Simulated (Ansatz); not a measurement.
# FH5OSi2: the cost of one run

Method: RKS PBE-D4/def2-SVP, in Ansatz 0.2.0.

## Step 1: The starting structure

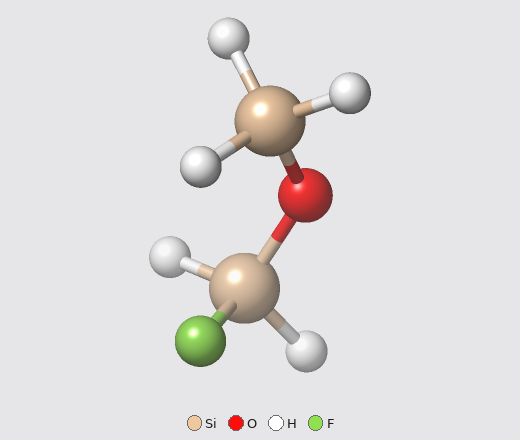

Start, viewed from a free direction; silicon light orange, oxygen red, hydrogen white, fluorine green.

Structure file:

```xyz
9

Si    0.0000    0.0000    0.0000
O     0.0000    0.0000    1.6800
Si   -1.3147   -0.4067    2.6436
H    -2.2390   -1.2403    1.8804
H    -0.8506   -1.1432    3.8157
H    -1.9987    0.8095    3.0733
H     1.3768    0.0000   -0.4862
H    -0.6877    1.1914   -0.4862
F    -0.7489   -1.2974   -0.5295
```

## Step 2: Relaxing the start

Contents of input.yaml:

```yaml
crystal:
  periodic: [false, false, false]
  atoms:
    - { symbol: Si, position_ang: [0.0, 0.0, 0.0] }
    - { symbol: O, position_ang: [0.0, 0.0, 1.68] }
    - { symbol: Si, position_ang: [-1.3147, -0.4067, 2.6436] }
    - { symbol: H, position_ang: [-2.239, -1.2403, 1.8804] }
    - { symbol: H, position_ang: [-0.8506, -1.1432, 3.8157] }
    - { symbol: H, position_ang: [-1.9987, 0.8095, 3.0733] }
    - { symbol: H, position_ang: [1.3768, 0.0, -0.4862] }
    - { symbol: H, position_ang: [-0.6877, 1.1914, -0.4862] }
    - { symbol: F, position_ang: [-0.7489, -1.2974, -0.5295] }
basis:
  gaussian: { orbitals: def2-SVP }
hamiltonian:
  xc: pbe
  dispersion: d4
relax:
  f_tol: 0.02
  max_steps: 40
output:
  orbitals: {}
```

Started as:

```
> ansatz run input.yaml --threads 1 --pin off --max-ram 2048MiB --backend cpu --events-out ev --progress --plain --runs-dir out
```

Q: Estimate wall time and peak memory on 1 thread of Arm Neoverse N1, shared host.

About 99 s, with a peak of 0.12 GiB.
